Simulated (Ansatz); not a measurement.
**Geometry relaxation, with input and output: CuGe16 (part 2 of 2)**

CuGe16 (defect cell, 17 atoms in the cell); DFT PBE, scalar-relativistic, plane waves, PAW, PAW set soft_1, no spin polarisation (Ansatz 0.2.0); cutoff 420 eV, 2×2×2 k-mesh, Fermi–Dirac smearing of 0.05 eV. It belongs to a series of runs on one base structure; here: start relaxed.

Geometry of the input (Å; fractional positions):
```
0.0000  5.6600  5.6600
5.6600  0.0000  5.6600
5.6600  5.6600  0.0000
Ge 0.0000  0.0000  0.0000
Ge 0.1250  0.1250  0.1250
Ge 0.0000  -0.0000  0.5000
Ge 0.1250  0.1250  0.6250
Ge 0.0000  0.5000  -0.0000
Ge 0.1250  0.6250  0.1250
Ge 0.0000  0.5000  0.5000
Ge 0.1250  0.6250  0.6250
Ge 0.5000  0.0000  -0.0000
Ge 0.6250  0.1250  0.1250
Ge 0.5000  -0.0000  0.5000
Ge 0.6250  0.1250  0.6250
Ge 0.5000  0.5000  -0.0000
Ge 0.6250  0.6250  0.1250
Ge 0.5000  0.5000  0.5000
Ge 0.6250  0.6250  0.6250
Cu 0.8665  0.8758  0.3792
```

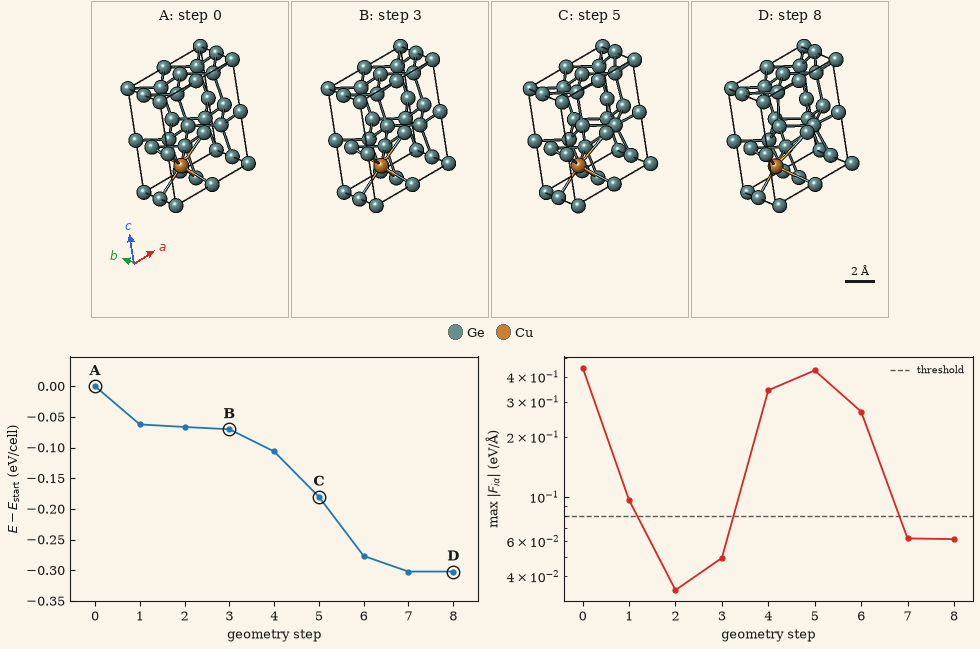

Frames of the relaxation (ball-and-stick view of the cell of the calculation (origin shifted), seen slightly off an axis) above the curves, on which the letters mark them (the first geometry is step 0 here and step 1 in the log).

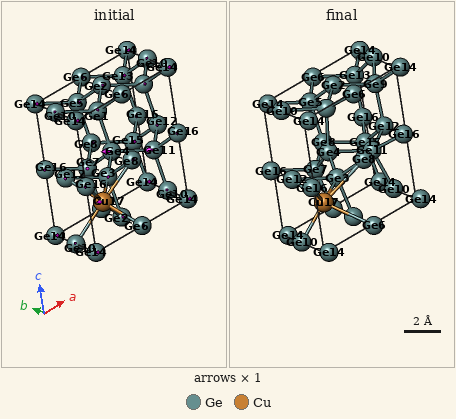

Before (left) and after (right) the relaxation, at one scale (ball-and-stick view of the cell of the calculation (origin shifted), seen slightly off an axis). The pink arrows give the displacements, at true length. Ge4 moves most: 0.65 Å. Largest moves by element: Ge 0.65 Å, Cu 0.41 Å. The cell stays as it was. Among the contacts that change: Ge8–Cu17 2.855 → 3.301 Å, Ge6–Cu17 2.859 → 3.289 Å, Ge2–Cu17 2.874 → 3.202 Å, Ge10–Cu17 2.806 → 2.540 Å. Among the angles that change: Ge4–Ge1–Cu17 178.8° → 151.6°, Ge4–Ge1–Ge10 109.5° → 92.2°, Ge1–Ge4–Ge11 109.5° → 93.2°. Over 8 geometry steps the energy falls by 0.302 eV per cell of the calculation. The largest force component goes from 0.44 to 0.062 eV/Å. (Atoms are counted from 1 in the order of the input.)

```
SCF converged after 5 iterations
Free energy (F): -75341.194678 eV
Harris-Foulkes:  -75341.194678 eV  (|F-HF|=4.92e-9)
Internal energy: -75341.161846 eV  (E = F + TS)
E sigma→0 (E₀):  -75341.178262 eV
Entropy (-TS):   -0.032832 eV (-1.931 meV/atom)
Fermi energy:    9.350496 eV
--- Per-component energies (eV) ---
  E_band       = -2756.508576
  E_kinetic    = 1755.820117
  E_local      = -42042.833447  (includes V_loc(G=0)·N_el)
  E_nonlocal   = 4375.192331
  E_hartree    = 19846.878135
  E_xc         = -1218.797371
  E_vxc        = -1135.050830  (∫ρ·V_xc dr)
  E_paw        = -34027.173121  (= ΣΔE_a)
  E_vpaw       = -5403.385877  (= ΣTr[D̂ρ^β])
  E_aug_tail   = 0.001236  (compensation charges beyond the density's cutoff)
  E_ewald      = -24030.249724
  E_smearing   = -0.032832  (= −TS)
  E_closure    = 0.000000  (closes the sum)
  Σ components = -75341.194678   (vs F -75341.194678, Δ=0.00e0)
--- Forces (eV/Å), atoms counted from 1 ---
  atom   1  Ge     0.05340838     0.01725693     0.01754489
  atom   2  Ge    -0.03106332     0.04324573     0.00478623
  atom   3  Ge    -0.02378326    -0.06154399     0.02302136
  atom   4  Ge    -0.02051316     0.01989542     0.01140197
  atom   5  Ge     0.00808898    -0.01362354     0.01554653
  atom   6  Ge     0.03890173     0.03687732    -0.01951788
  atom   7  Ge     0.00489078    -0.02131121     0.04866779
  atom   8  Ge    -0.02511771    -0.04502718    -0.02042362
  atom   9  Ge     0.01417316    -0.01569186     0.00467622
  atom  10  Ge     0.01856885     0.04082357    -0.03921879
  atom  11  Ge    -0.02750433     0.01982847     0.06016630
  atom  12  Ge    -0.02734957    -0.01501080    -0.03152881
  atom  13  Ge    -0.01596128    -0.00890135    -0.00685049
  atom  14  Ge    -0.00404038     0.00885895    -0.01299965
  atom  15  Ge     0.00621875     0.01736490    -0.00627222
  atom  16  Ge     0.01526167    -0.00906377    -0.01110143
  atom  17  Cu     0.01582156    -0.01398265    -0.03787939
  max |Σ_I F_I| component: 1.90e-5 eV/Å
--- Relaxed structure (9 steps of the walk, 9 accepted, 0 SCFs on fresh bases) ---
  F+E_penalty+E_count = -75341.19467795 eV   max|allowed force component| = 6.154e-2 eV/Å
  atoms:
    - { symbol: Ge, position: [0.005144073297272975, -0.01603355653175829, 0.01956570109441182] }
    - { symbol: Ge, position: [0.15547450847146566, 0.10762879721136644, 0.11856539050199152] }
    - { symbol: Ge, position: [0.005475023497697495, -0.01688004488516983, 0.4917648222025581] }
    - { symbol: Ge, position: [0.026025052502945775, 0.15995520795099832, 0.6569799269011106] }
    - { symbol: Ge, position: [0.040967920138491765, 0.4808980165334544, -0.010344062812394472] }
    - { symbol: Ge, position: [0.15867843104229484, 0.6123088591041927, 0.1139521970708075] }
    - { symbol: Ge, position: [0.006052541475857265, 0.5230542915841865, 0.48618453739452056] }
    - { symbol: Ge, position: [0.15949142771434344, 0.6115562547069298, 0.6161752066709534] }
    - { symbol: Ge, position: [0.5308041182129546, -0.015877943227894986, -0.007611099694257467] }
    - { symbol: Ge, position: [0.607356791435205, 0.12422879380530091, 0.1458378864161225] }
    - { symbol: Ge, position: [0.4156040594739876, 0.0297463007394744, 0.5270528484791985] }
    - { symbol: Ge, position: [0.6076672650043056, 0.12352508795711309, 0.6222404502084291] }
    - { symbol: Ge, position: [0.5330973250809463, 0.49386565902722834, -0.009845682886149953] }
    - { symbol: Ge, position: [0.6674971111317116, 0.6119944943569364, 0.10994027855602295] }
    - { symbol: Ge, position: [0.5337389508061383, 0.4931644609084839, 0.4823360587446961] }
    - { symbol: Ge, position: [0.6093381042670094, 0.6498504826705294, 0.6200339970406453] }
    - { symbol: Cu, position: [0.804040296447372, 0.9028582380886282, 0.39634454411133335] }
```

## Trajectory as extended XYZ (Å, eV, eV/Å), 9 frames, from step=1 to step=9
```
17
Lattice="0.0000 5.6600 5.6600 5.6600 0.0000 5.6600 5.6600 5.6600 0.0000" Properties=species:S:1:pos:R:3:forces:R:3 step=1 energy=-75340.89252
Ge    0.0000    0.0000    0.0000   -0.2702  -0.2222   0.2835
Ge    1.4150    1.4150    1.4150    0.0048  -0.0057   0.2630
Ge    2.8300    2.8300    0.0000    0.2281   0.2765   0.2931
Ge    4.2450    4.2450    1.4150    0.0066  -0.0057  -0.0105
Ge    2.8300    0.0000    2.8300    0.1268  -0.1271  -0.1253
Ge    4.2450    1.4150    4.2450   -0.2756  -0.0092  -0.0043
Ge    5.6600    2.8300    2.8300   -0.3218   0.3184  -0.2539
Ge    7.0750    4.2450    4.2450    0.0091   0.2787  -0.0050
Ge    0.0000    2.8300    2.8300   -0.1442   0.1437  -0.1356
Ge    1.4150    4.2450    4.2450   -0.0124  -0.3252   0.0095
Ge    2.8300    5.6600    2.8300    0.4410  -0.4449  -0.4245
Ge    4.2450    7.0750    4.2450    0.3288   0.0123   0.0088
Ge    2.8300    2.8300    5.6600    0.1402   0.1468   0.1495
Ge    4.2450    4.2450    7.0750    0.0016  -0.0015  -0.0022
Ge    5.6600    5.6600    5.6600   -0.1480  -0.1413   0.1503
Ge    7.0750    7.0750    7.0750   -0.0082   0.0089  -0.3443
Cu    7.1034    7.0502    9.8614   -0.1065   0.0976   0.1480
17
Lattice="0.0000 5.6600 5.6600 5.6600 0.0000 5.6600 5.6600 5.6600 0.0000" Properties=species:S:1:pos:R:3:forces:R:3 step=2 energy=-75340.95486
Ge   -0.0115   -0.0088    0.0122   -0.0140   0.0077   0.0199
Ge    1.4139    1.4162    1.4381   -0.0024   0.0033  -0.0081
Ge    2.8393    2.8420    0.0128   -0.0051   0.0170   0.0244
Ge    4.2506    4.2402    1.4064    0.0166  -0.0145  -0.0254
Ge    2.8411   -0.0112    2.8193   -0.0571   0.0564   0.0602
Ge    4.2217    1.4167    4.2463    0.0060   0.0062   0.0015
Ge    5.6451    2.8447    2.8188   -0.0382   0.0367  -0.0067
Ge    7.0733    4.2684    4.2464   -0.0060  -0.0054   0.0021
Ge   -0.0160    2.8459    2.8159    0.0501  -0.0509   0.0658
Ge    1.4160    4.2209    4.2447    0.0106  -0.0027  -0.0086
Ge    2.8517    5.6382    2.8092    0.0946  -0.0965  -0.0865
Ge    4.2691    7.0740    4.2448    0.0033  -0.0104  -0.0079
Ge    2.8455    2.8469    5.6774   -0.0642  -0.0524  -0.0483
Ge    4.2421    4.2475    7.0795   -0.0005   0.0003   0.0009
Ge    5.6428    5.6442    5.6777    0.0519   0.0638  -0.0487
Ge    7.0753    7.0745    7.0507    0.0070  -0.0075  -0.0063
Cu    7.1035    7.0502    9.8611   -0.0527   0.0488   0.0717
17
Lattice="0.0000 5.6600 5.6600 5.6600 0.0000 5.6600 5.6600 5.6600 0.0000" Properties=species:S:1:pos:R:3:forces:R:3 step=3 energy=-75340.95903
Ge   -0.0105   -0.0071    0.0113    0.0063   0.0258  -0.0017
Ge    1.4121    1.4183    1.4389   -0.0013   0.0024   0.0025
Ge    2.8381    2.8415    0.0126   -0.0246  -0.0050   0.0008
Ge    4.2569    4.2347    1.3967    0.0233  -0.0207  -0.0342
Ge    2.8348   -0.0051    2.8265   -0.0124   0.0116   0.0155
Ge    4.2215    1.4199    4.2481   -0.0014   0.0055  -0.0004
Ge    5.6431    2.8467    2.8179   -0.0067   0.0056   0.0197
Ge    7.0700    4.2684    4.2485   -0.0052   0.0011   0.0004
Ge   -0.0142    2.8439    2.8222    0.0043  -0.0050   0.0209
Ge    1.4193    4.2229    4.2425    0.0143   0.0010  -0.0129
Ge    2.8612    5.6286    2.8000    0.0269  -0.0282  -0.0212
Ge    4.2670    7.0706    4.2429   -0.0013  -0.0139  -0.0122
Ge    2.8405    2.8452    5.6770   -0.0191  -0.0063  -0.0023
Ge    4.2397    4.2496    7.0833    0.0002  -0.0003   0.0001
Ge    5.6441    5.6489    5.6773    0.0059   0.0187  -0.0026
Ge    7.0772    7.0723    7.0535    0.0105  -0.0108   0.0028
Cu    7.1026    7.0510    9.8622   -0.0194   0.0185   0.0248
17
Lattice="0.0000 5.6600 5.6600 5.6600 0.0000 5.6600 5.6600 5.6600 0.0000" Properties=species:S:1:pos:R:3:forces:R:3 step=4 energy=-75340.96274
Ge   -0.0033    0.0010    0.0043   -0.0038   0.0455   0.0120
Ge    1.4070    1.4240    1.4455    0.0021  -0.0016  -0.0120
Ge    2.8313    2.8356    0.0068   -0.0460   0.0033   0.0132
Ge    4.2729    4.2206    1.3723    0.0380  -0.0357  -0.0495
Ge    2.8257    0.0033    2.8385    0.0078  -0.0081  -0.0055
Ge    4.2170    1.4288    4.2533    0.0122  -0.0001  -0.0035
Ge    5.6435    2.8462    2.8195   -0.0102   0.0085   0.0494
Ge    7.0611    4.2724    4.2544    0.0003  -0.0125  -0.0032
Ge   -0.0177    2.8467    2.8323   -0.0216   0.0213  -0.0042
Ge    1.4283    4.2263    4.2367    0.0148   0.0040  -0.0147
Ge    2.8788    5.6109    2.7825   -0.0158   0.0140   0.0246
Ge    4.2630    7.0616    4.2378   -0.0047  -0.0146  -0.0144
Ge    2.8339    2.8488    5.6840    0.0067   0.0217   0.0238
Ge    4.2330    4.2553    7.0937    0.0015  -0.0017  -0.0011
Ge    5.6397    5.6547    5.6845   -0.0221  -0.0072   0.0239
Ge    7.0824    7.0664    7.0596    0.0130  -0.0131   0.0067
Cu    7.1067    7.0476    9.8556    0.0280  -0.0236  -0.0454
17
Lattice="0.0000 5.6600 5.6600 5.6600 0.0000 5.6600 5.6600 5.6600 0.0000" Properties=species:S:1:pos:R:3:forces:R:3 step=5 energy=-75340.99897
Ge    0.0396    0.0542   -0.0360   -0.1361   0.2185   0.1400
Ge    1.3749    1.4597    1.4867    0.0346  -0.0458  -0.1078
Ge    2.7850    2.7994   -0.0261   -0.2178   0.1319   0.1323
Ge    4.3734    4.1310    1.2256    0.1714  -0.1846  -0.1382
Ge    2.7726    0.0524    2.9084    0.0540  -0.0508  -0.0597
Ge    4.1901    1.4811    4.2867    0.0973  -0.0623  -0.0168
Ge    5.6485    2.8407    2.8366   -0.0997   0.1030   0.2247
Ge    7.0084    4.2960    4.2918    0.0560  -0.0984  -0.0217
Ge   -0.0459    2.8714    2.8878   -0.1192   0.1253  -0.0469
Ge    1.4791    4.2495    4.2032    0.0677  -0.0373  -0.0738
Ge    2.9837    5.5058    2.6787   -0.1794   0.1810   0.1842
Ge    4.2373    7.0106    4.2083    0.0309  -0.0728  -0.0793
Ge    2.7992    2.8782    5.7314    0.0551   0.1387   0.1135
Ge    4.1896    4.2935    7.1589    0.0113  -0.0125  -0.0091
Ge    5.6057    5.6844    5.7331   -0.1368  -0.0557   0.1178
Ge    7.1128    7.0318    7.0958    0.0901  -0.0898  -0.0165
Cu    7.1494    7.0106    9.7905    0.2204  -0.1883  -0.3428
17
Lattice="0.0000 5.6600 5.6600 5.6600 0.0000 5.6600 5.6600 5.6600 0.0000" Properties=species:S:1:pos:R:3:forces:R:3 step=6 energy=-75341.07278
Ge    0.0706    0.1090   -0.0629   -0.2313   0.2590   0.2095
Ge    1.3444    1.4916    1.5253    0.0230  -0.0446  -0.1152
Ge    2.7346    2.7725   -0.0481   -0.2506   0.2244   0.1913
Ge    4.4786    4.0322    1.0940    0.1969  -0.2230  -0.1154
Ge    2.7267    0.0951    2.9672    0.1107  -0.1050  -0.1259
Ge    4.1620    1.5237    4.3214    0.0969  -0.0748   0.0178
Ge    5.6550    2.8334    2.8691   -0.1398   0.1506   0.2265
Ge    6.9645    4.3215    4.3293    0.0625  -0.0973   0.0084
Ge   -0.0763    2.9004    2.9360   -0.1328   0.1431  -0.0765
Ge    1.5224    4.2762    4.1695    0.0941  -0.0915  -0.1019
Ge    3.0803    5.4096    2.5802   -0.2651   0.2710   0.2485
Ge    4.2100    6.9674    4.1770    0.0846  -0.1038  -0.1126
Ge    2.7661    2.9145    5.7738    0.0792   0.1592   0.1125
Ge    4.1499    4.3291    7.2155   -0.0180   0.0155   0.0242
Ge    5.5663    5.7141    5.7772   -0.1546  -0.0781   0.1183
Ge    7.1436    6.9987    7.1230    0.1357  -0.1350  -0.0792
Cu    7.2045    6.9612    9.7142    0.3090  -0.2700  -0.4306
17
Lattice="0.0000 5.6600 5.6600 5.6600 0.0000 5.6600 5.6600 5.6600 0.0000" Properties=species:S:1:pos:R:3:forces:R:3 step=7 energy=-75341.16924
Ge    0.0757    0.1735   -0.0772   -0.1529   0.0742   0.1393
Ge    1.3125    1.5232    1.5511   -0.0688   0.0588  -0.1084
Ge    2.6713    2.7673   -0.0643   -0.0728   0.1468   0.1301
Ge    4.5952    3.9144    0.9933    0.1398  -0.1569  -0.0888
Ge    2.6806    0.1399    3.0115    0.0943  -0.0901  -0.1025
Ge    4.1232    1.5592    4.3614    0.1018   0.0374   0.0723
Ge    5.6769    2.8132    2.9362   -0.0938   0.0969   0.0765
Ge    6.9266    4.3616    4.3713   -0.0400  -0.0990   0.0650
Ge   -0.1117    2.9373    2.9614   -0.0454   0.0507  -0.0411
Ge    1.5501    4.2998    4.1378    0.0474  -0.1789  -0.0477
Ge    3.1668    5.3231    2.4932   -0.2317   0.2285   0.2337
Ge    4.1890    6.9384    4.1438    0.1950  -0.0500  -0.0501
Ge    2.7392    2.9668    5.8161    0.0286   0.0467   0.0179
Ge    4.1017    4.3739    7.2752    0.0004  -0.0006  -0.0058
Ge    5.5118    5.7409    5.8232   -0.0419  -0.0246   0.0184
Ge    7.1804    6.9622    7.1301    0.0528  -0.0532  -0.2681
Cu    7.3141    6.8557    9.5975    0.0875  -0.0869  -0.0407
17
Lattice="0.0000 5.6600 5.6600 5.6600 0.0000 5.6600 5.6600 5.6600 0.0000" Properties=species:S:1:pos:R:3:forces:R:3 step=8 energy=-75341.19467
Ge    0.0200    0.1399   -0.0616    0.0539   0.0168   0.0177
Ge    1.2803    1.5511    1.4892   -0.0306   0.0428   0.0047
Ge    2.6878    2.8144   -0.0646   -0.0234  -0.0620   0.0232
Ge    4.6239    3.8658    1.0526   -0.0203   0.0197   0.0114
Ge    2.6633    0.1733    2.9538    0.0082  -0.0137   0.0152
Ge    4.1106    1.5431    4.3638    0.0388   0.0370  -0.0198
Ge    5.7123    2.7861    2.9947    0.0047  -0.0212   0.0481
Ge    6.9490    4.3903    4.3641   -0.0252  -0.0449  -0.0207
Ge   -0.1329    2.9613    2.9145    0.0142  -0.0157   0.0048
Ge    1.5286    4.2631    4.1408    0.0186   0.0409  -0.0389
Ge    3.1515    5.3354    2.5207   -0.0273   0.0196   0.0606
Ge    4.2210    6.9613    4.1385   -0.0274  -0.0150  -0.0312
Ge    2.7396    2.9616    5.8126   -0.0162  -0.0085  -0.0070
Ge    4.0862    4.4003    7.2419   -0.0043   0.0091  -0.0129
Ge    5.5213    5.7510    5.8123    0.0058   0.0177  -0.0064
Ge    7.1875    6.9582    7.1270    0.0149  -0.0087  -0.0111
Cu    7.3535    6.7942    9.6610    0.0157  -0.0139  -0.0375
17
Lattice="0.0000 5.6600 5.6600 5.6600 0.0000 5.6600 5.6600 5.6600 0.0000" Properties=species:S:1:pos:R:3:forces:R:3 step=9 energy=-75341.19468
Ge    0.0200    0.1399   -0.0616    0.0534   0.0173   0.0175
Ge    1.2803    1.5511    1.4892   -0.0311   0.0432   0.0048
Ge    2.6878    2.8144   -0.0646   -0.0238  -0.0615   0.0230
Ge    4.6239    3.8658    1.0526   -0.0205   0.0199   0.0114
Ge    2.6633    0.1733    2.9538    0.0081  -0.0136   0.0155
Ge    4.1106    1.5431    4.3638    0.0389   0.0369  -0.0195
Ge    5.7123    2.7861    2.9947    0.0049  -0.0213   0.0487
Ge    6.9490    4.3903    4.3641   -0.0251  -0.0450  -0.0204
Ge   -0.1329    2.9613    2.9145    0.0142  -0.0157   0.0047
Ge    1.5286    4.2631    4.1408    0.0186   0.0408  -0.0392
Ge    3.1515    5.3354    2.5207   -0.0275   0.0198   0.0602
Ge    4.2210    6.9613    4.1385   -0.0273  -0.0150  -0.0315
Ge    2.7396    2.9616    5.8126   -0.0160  -0.0089  -0.0069
Ge    4.0862    4.4003    7.2419   -0.0040   0.0089  -0.0130
Ge    5.5213    5.7510    5.8123    0.0062   0.0174  -0.0063
Ge    7.1875    6.9582    7.1270    0.0153  -0.0091  -0.0111
Cu    7.3535    6.7942    9.6610    0.0158  -0.0140  -0.0379
```

## Key numbers

| quantity | value |
| --- | --- |
| outcome | converged |
| electrons treated | 243 |
| free energy | −75341.1947 eV |
| Fermi energy | 9.350 eV |
| final volume | 362.64 Å³ |
| largest force (length of the vector) at the end | 0.070 eV/Å |
| wall time | 78 s (CPU time 2.6 min) |
| peak memory | 1 GiB |
